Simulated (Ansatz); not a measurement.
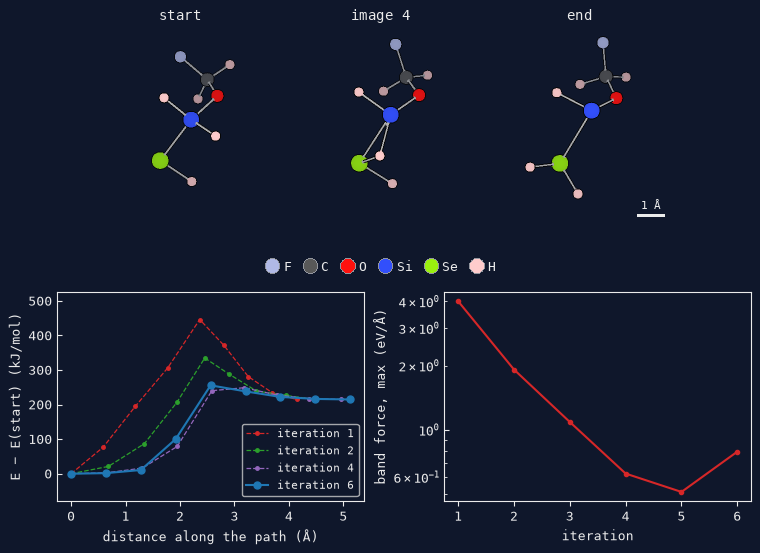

A search for the minimum-energy path of CH5FOSeSi by the nudged elastic band. Images are numbered from 0 (start) to 8 (end). The plot follows the band through its iterations. The picture is a ball-and-stick view, seen from a free direction.

Level of theory: Ansatz, RKS PBE0-D4/def2-SVP. Set-up: 7 movable images; climbing image; force threshold 0.05 eV/Å; iteration limit 6; starting path through a guess of the saddle point.

### Did the band converge, and can the barrier be trusted?

The result isn't final. The band hadn't converged when the run stopped after 6 iterations. The largest component of the band force went from 4 to 0.79 eV/Å. The barrier read from it is provisional: over the last two iterations the highest image moved from 248.9 kJ/mol to 255.7 kJ/mol. The iteration limit was low. The first iteration put the highest image at 446.2 kJ/mol. The highest point, image 4, lies 255.7 kJ/mol above the start and 40.9 kJ/mol above the end; the end is at +214.8 kJ/mol relative to the start.
